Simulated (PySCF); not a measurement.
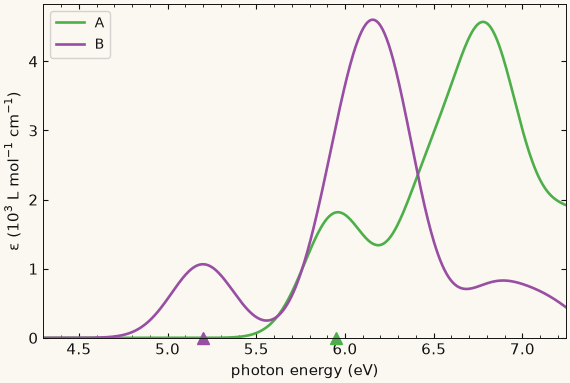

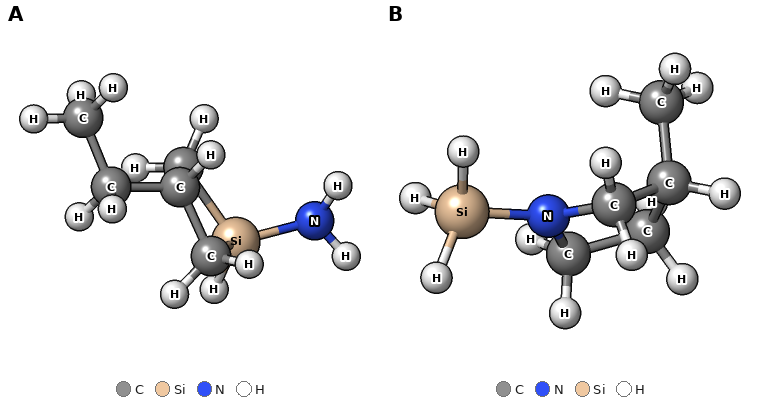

Related molecules: A is C₅H₁₃NSi, SMILES CC[C@H]1C[Si@H](N)C1; B is C₅H₁₃NSi, SMILES C[C@@H]1CCN([SiH3])C1. Vertical TDDFT absorption, B3LYP/def2-SVPD, PySCF 2.14.0, at a GFN2-xTB geometry (no frequency check); Gaussians of 1/e half-width 0.25 eV, triangles mark S1, and the range ends where the computed states of one molecule run out.

> How does the lowest singlet move?

A: 5.95 eV (f = 0.028, mainly HOMO → LUMO (98 %)); B: 5.20 eV (f = 0.016, mainly HOMO → LUMO (97 %)). From A to B it shifts 0.75 eV to the red.

> And the brightest state of each within the range drawn?

A: S3 at 6.79 eV, f = 0.06; B: S3 at 6.08 eV, f = 0.02.

Limits of at least one run: core orbitals are frozen in the response; one conformer of a flexible molecule; states above the negative HOMO energy depend on the basis; the tight-binding geometry is rougher than a DFT one and adds to the error.
